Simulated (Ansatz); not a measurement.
**Nudged elastic band, with input and output: C3H8Cl2Si (part 1 of 2)**

C3H8Cl2Si, SMILES C[SiH2]C(C)(Cl)Cl, computed with RKS r2SCANh-D4/STO-3G (Ansatz 0.2.0).

It belongs to a series of runs on one base structure; here: band between the two ends. Figures and captions count atoms from 1; the log counts them from 0 in places.

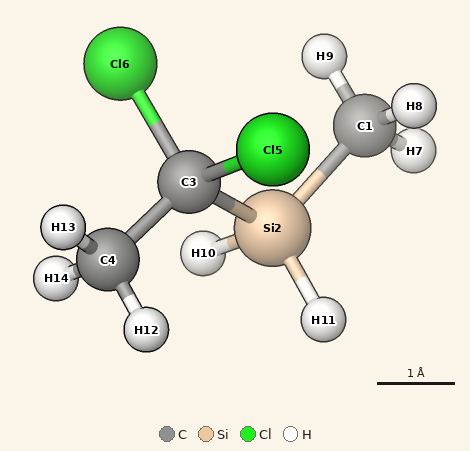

Figure 1. The input geometry (ball-and-stick view, seen at a tilt; atoms are numbered from 1 in the order of the input).

Input:
```yaml
crystal:
  periodic: [false, false, false]
  atoms:
    - { symbol: C, position_ang: [-1.300215, -0.347459, 1.861014] }
    - { symbol: Si, position_ang: [0.063678, -0.759991, 0.663558] }
    - { symbol: C, position_ang: [0.129978, 0.563354, -0.7128] }
    - { symbol: C, position_ang: [1.232445, 0.352172, -1.77953] }
    - { symbol: Cl, position_ang: [-1.50982, 0.602645, -1.594201] }
    - { symbol: Cl, position_ang: [0.415775, 2.228918, 0.072816] }
    - { symbol: H, position_ang: [-1.358313, -1.09434, 2.656977] }
    - { symbol: H, position_ang: [-2.266617, -0.317484, 1.35144] }
    - { symbol: H, position_ang: [-1.13012, 0.628962, 2.321445] }
    - { symbol: H, position_ang: [1.365029, -0.752622, 1.287817] }
    - { symbol: H, position_ang: [-0.154275, -2.022413, -0.001122] }
    - { symbol: H, position_ang: [1.077716, -0.614513, -2.27733] }
    - { symbol: H, position_ang: [1.20586, 1.151165, -2.530783] }
    - { symbol: H, position_ang: [2.215679, 0.352405, -1.2903] }
basis:
  gaussian: { orbitals: STO-3G }
hamiltonian:
  xc: r2scanh
  dispersion: d4
neb:
  order_check: false
  images: 9
  f_tol: 0.05
  max_iterations: 41
  final_atoms:
    - { symbol: C, position_ang: [-1.28770996, -0.33425729, 1.87016241] }
    - { symbol: Si, position_ang: [0.13387066, -0.69557052, 0.7244886] }
    - { symbol: C, position_ang: [0.08926965, 0.52031223, -0.74834698] }
    - { symbol: C, position_ang: [1.21182382, 0.33374452, -1.79868554] }
    - { symbol: Cl, position_ang: [-1.54338546, 0.33683307, -1.62659455] }
    - { symbol: Cl, position_ang: [0.21147437, 2.25956166, -0.09189468] }
    - { symbol: H, position_ang: [-1.27438017, -1.00599073, 2.73243802] }
    - { symbol: H, position_ang: [-2.24284971, -0.46120299, 1.35455989] }
    - { symbol: H, position_ang: [-1.23633477, 0.69334246, 2.23857839] }
    - { symbol: H, position_ang: [1.41473674, -0.50848008, 1.3630382] }
    - { symbol: H, position_ang: [0.05773634, -2.02018767, 0.15618706] }
    - { symbol: H, position_ang: [1.11312095, 1.06751715, -2.608168] }
    - { symbol: H, position_ang: [2.18921749, 0.46297458, -1.31464809] }
    - { symbol: H, position_ang: [1.15021005, -0.6777974, -2.22211372] }
  initial_path:
    images:
      - { positions_ang: [[-1.300215, -0.347459, 1.861014], [0.063678, -0.759991, 0.663558], [0.129978, 0.563354, -0.7128], [1.232445, 0.352172, -1.77953], [-1.50982, 0.602645, -1.594201], [0.415775, 2.228918, 0.072816], [-1.358313, -1.09434, 2.656977], [-2.266617, -0.317484, 1.35144], [-1.13012, 0.628962, 2.321445], [1.365029, -0.752622, 1.287817], [-0.154275, -2.022413, -0.001122], [1.077716, -0.614513, -2.27733], [1.20586, 1.151165, -2.530783], [2.215679, 0.352405, -1.2903]] }
      - { positions_ang: [[-1.28953748, -0.35131591, 1.86675157], [0.06568152, -0.73639832, 0.66549595], [0.11155152, 0.55203952, -0.73360302], [1.23904836, 0.34176073, -1.78747475], [-1.50901264, 0.54398557, -1.60644246], [0.36830409, 2.22507627, 0.02032525], [-1.33060149, -1.07974222, 2.66923547], [-2.26149586, -0.34071847, 1.35955706], [-1.15410687, 0.64455249, 2.32163138], [1.36737522, -0.70730751, 1.31419135], [-0.12493983, -2.02853834, 0.04665721], [1.04599723, -0.36724409, -2.38397448], [1.37440636, 1.12745298, -2.32213341], [2.08412986, 0.14719632, -1.40121613]] }
      - { positions_ang: [[-1.27885996, -0.35517282, 1.87248914], [0.06768505, -0.71280565, 0.66743391], [0.09312505, 0.54072504, -0.75440604], [1.24565172, 0.33134946, -1.79541949], [-1.50820528, 0.48532613, -1.61868392], [0.32083318, 2.22123454, -0.03216549], [-1.30288999, -1.06514444, 2.68149393], [-2.25637472, -0.36395293, 1.36767412], [-1.17809374, 0.66014297, 2.32181777], [1.36972144, -0.66199302, 1.34056569], [-0.09560467, -2.03466369, 0.09443642], [1.01427847, -0.11997519, -2.49061896], [1.54295273, 1.10374096, -2.11348382], [1.95258072, -0.05801236, -1.51213225]] }
      - { positions_ang: [[-1.26818244, -0.35902974, 1.87822671], [0.06968857, -0.68921297, 0.66937186], [0.07469857, 0.52941056, -0.77520907], [1.25225508, 0.32093818, -1.80336424], [-1.50739793, 0.4266667, -1.63092538], [0.27336228, 2.21739281, -0.08465624], [-1.27517848, -1.05054666, 2.6937524], [-2.25125358, -0.3871874, 1.37579118], [-1.20208061, 0.67573346, 2.32200415], [1.37206766, -0.61667853, 1.36694004], [-0.0662695, -2.04078903, 0.14221563], [0.9825597, 0.12729372, -2.59726344], [1.71149909, 1.08002894, -1.90483423], [1.82103158, -0.26322103, -1.62304838]] }
      - { positions_ang: [[-1.25750492, -0.36288665, 1.88396428], [0.07169209, -0.6656203, 0.67130981], [0.0562721, 0.51809609, -0.79601209], [1.25885844, 0.31052691, -1.81130899], [-1.50659057, 0.36800726, -1.64316684], [0.22589137, 2.21355107, -0.13714698], [-1.24746697, -1.03594888, 2.70601087], [-2.24613245, -0.41042187, 1.38390824], [-1.22606747, 0.69132394, 2.32219053], [1.37441388, -0.57136404, 1.39331439], [-0.03693433, -2.04691438, 0.18999485], [0.95084094, 0.37456262, -2.70390791], [1.88004545, 1.05631692, -1.69618464], [1.68948244, -0.46842971, -1.73396451]] }
      - { positions_ang: [[-1.24682741, -0.36674356, 1.88970185], [0.07369562, -0.64202762, 0.67324776], [0.03784562, 0.50678161, -0.81681511], [1.2654618, 0.30011564, -1.81925374], [-1.50578321, 0.30934783, -1.6554083], [0.17842046, 2.20970934, -0.18963773], [-1.21975547, -1.0213511, 2.71826933], [-2.24101131, -0.43365634, 1.39202531], [-1.25005434, 0.70691443, 2.32237692], [1.3767601, -0.52604955, 1.41968874], [-0.00759917, -2.05303972, 0.23777406], [0.91912217, 0.62183153, -2.81055239], [2.04859182, 1.0326049, -1.48753505], [1.5579333, -0.67363839, -1.84488063]] }
      - { positions_ang: [[-1.25500392, -0.36024631, 1.88579396], [0.08573063, -0.6527362, 0.68349593], [0.04813043, 0.50948773, -0.80312148], [1.25473421, 0.30684142, -1.8151401], [-1.51330366, 0.31484488, -1.64964555], [0.18503124, 2.21967981, -0.17008912], [-1.23068041, -1.01827903, 2.72110307], [-2.24137899, -0.43916567, 1.38453222], [-1.24731043, 0.70420004, 2.30561721], [1.38435543, -0.52253565, 1.40835863], [0.00546793, -2.04646931, 0.22145666], [0.95792193, 0.71096865, -2.77007551], [2.07671695, 0.91867884, -1.45295766], [1.47638865, -0.67447019, -1.92032725]] }
      - { positions_ang: [[-1.26318043, -0.35374905, 1.88188607], [0.09776564, -0.66344478, 0.6937441], [0.05841524, 0.51219386, -0.78942786], [1.24400661, 0.31356719, -1.81102646], [-1.52082411, 0.32034193, -1.6438828], [0.19164202, 2.22965027, -0.15054051], [-1.24160535, -1.01520695, 2.72393681], [-2.24174667, -0.444675, 1.37703914], [-1.24456652, 0.70148564, 2.28885751], [1.39195076, -0.51902176, 1.39702852], [0.01853503, -2.0398989, 0.20513926], [0.99672168, 0.80010578, -2.72959863], [2.10484209, 0.80475278, -1.41838027], [1.394844, -0.67530199, -1.99577387]] }
      - { positions_ang: [[-1.27135694, -0.3472518, 1.87797819], [0.10980064, -0.67415336, 0.70399226], [0.06870004, 0.51489998, -0.77573423], [1.23327901, 0.32029297, -1.80691282], [-1.52834456, 0.32583897, -1.63812005], [0.19825281, 2.23962073, -0.1309919], [-1.25253029, -1.01213488, 2.72677054], [-2.24211435, -0.45018433, 1.36954606], [-1.2418226, 0.69877125, 2.2720978], [1.39954609, -0.51550787, 1.38569841], [0.03160213, -2.03332849, 0.18882186], [1.03552144, 0.8892429, -2.68912176], [2.13296722, 0.69082671, -1.38380288], [1.31329935, -0.67613379, -2.07122049]] }
      - { positions_ang: [[-1.27953345, -0.34075454, 1.8740703], [0.12183565, -0.68486194, 0.71424043], [0.07898485, 0.51760611, -0.76204061], [1.22255142, 0.32701874, -1.80279918], [-1.53586501, 0.33133602, -1.6323573], [0.20486359, 2.2495912, -0.11144329], [-1.26345523, -1.0090628, 2.72960428], [-2.24248203, -0.45569366, 1.36205297], [-1.23907869, 0.69605686, 2.2553381], [1.40714141, -0.51199397, 1.37436831], [0.04466924, -2.02675808, 0.17250446], [1.0743212, 0.97838002, -2.64864488], [2.16109235, 0.57690065, -1.34922548], [1.2317547, -0.6769656, -2.1466671]] }
      - { positions_ang: [[-1.28770996, -0.33425729, 1.87016241], [0.13387066, -0.69557052, 0.7244886], [0.08926965, 0.52031223, -0.74834698], [1.21182382, 0.33374452, -1.79868554], [-1.54338546, 0.33683307, -1.62659455], [0.21147437, 2.25956166, -0.09189468], [-1.27438017, -1.00599073, 2.73243802], [-2.24284971, -0.46120299, 1.35455989], [-1.23633477, 0.69334246, 2.23857839], [1.41473674, -0.50848008, 1.3630382], [0.05773634, -2.02018767, 0.15618706], [1.11312095, 1.06751715, -2.608168], [2.18921749, 0.46297458, -1.31464809], [1.15021005, -0.6777974, -2.22211372]] }
```

Run on 1 thread of AMD EPYC (Zen 5), 16 GiB of memory available, shared host.

Command:
```bash
ansatz run input.yaml --threads 1 --pin off --max-ram 2048MiB --backend cpu --events-out ev --progress --plain --runs-dir out
```

What the program printed:
```
Engine: ansatz 0.2.0, x86_64-unknown-linux-gnu
Functional definition: r2SCANh
  parameter a = 0.1
  parameter k0 = 0.174
  parameter k1 = 0.065
  parameter a1 = 4.9479
  exchange = (1 - a)*r2scan_x(k0 = k0, k1 = k1, a1 = a1) + a*exact_x
  correlation = r2scan_c
690 factors; integrals over basis functions are off by at most 1.4e-5 eV
mean field evaluation 1: about -35758.2326 eV, gradient 2.8e1 eV
mean field evaluation 2: about -35754.6860 eV, gradient 4.6e1 eV
mean field evaluation 4: about -35760.9839 eV, gradient 6.4e-1 eV
mean field evaluation 8: about -35760.9206 eV, gradient 1.4e-2 eV
mean field -35760.92060467 eV, -1314.1895925991 hartree, gradient 1.6e-5 eV, S^2 0.000000; 0 other end points of the search recorded, 0 dependent functions left out
the calculation of the forces begins
reference -35760.92061087 eV, -1314.1895928268 hartree; 37, 37 occupied and 13, 13 virtual orbitals, 690 factors
694 factors; integrals over basis functions are off by at most 1.8e-5 eV
mean field evaluation 16: about -35760.9376 eV, gradient 3.8e0 eV
mean field -35760.92062711 eV, -1314.1895934238 hartree, gradient 1.6e-5 eV, S^2 0.000000; 0 other end points of the search recorded, 0 dependent functions left out
[... from here on the field's lines of each further geometry are left out, up to the last ...]
NEB iter   1: max|band force component| = 1.626e1 eV/Å  barrier→ = 5.8040 eV  barrier← = 5.8040 eV  Δτ_max = 0.1978 Å  (231 SCF iters)
NEB iter   2: max|band force component| = 8.224e0 eV/Å  barrier→ = 1.9544 eV  barrier← = 1.9544 eV  Δτ_max = 0.1981 Å  (214 SCF iters)
NEB iter   3: max|band force component| = 2.787e0 eV/Å  barrier→ = 0.5651 eV  barrier← = 0.5652 eV  Δτ_max = 0.1664 Å  (211 SCF iters)
NEB iter   4: max|band force component| = 7.267e-1 eV/Å  barrier→ = 0.1750 eV  barrier← = 0.1751 eV  Δτ_max = 0.0354 Å  (211 SCF iters)
NEB iter   5: max|band force component| = 2.270e-1 eV/Å  barrier→ = 0.1709 eV  barrier← = 0.1710 eV  CI = image 5  Δτ_max = 0.0324 Å  (193 SCF iters)
NEB iter   6: max|band force component| = 9.047e-2 eV/Å  barrier→ = 0.1707 eV  barrier← = 0.1707 eV  CI = image 5  Δτ_max = 0.0139 Å  (204 SCF iters)
the calculation of the forces begins
reference -35760.91124951 eV, -1314.1892488031 hartree; 37, 37 occupied and 13, 13 virtual orbitals, 694 factors
691 factors; integrals over basis functions are off by at most 1.5e-5 eV
mean field -35760.75014998 eV, -1314.1833285048 hartree, gradient 1.8e-5 eV, S^2 0.000000; 1 other end points of the search recorded, 0 dependent functions left out
the calculation of the forces begins
reference -35760.75015626 eV, -1314.1833287355 hartree; 37, 37 occupied and 13, 13 virtual orbitals, 691 factors
NEB iter   7: max|band force component| = 4.064e-2 eV/Å  barrier→ = 0.1705 eV  barrier← = 0.1706 eV  CI = image 5  Δτ_max = 0.0000 Å  (388 SCF iters)
```
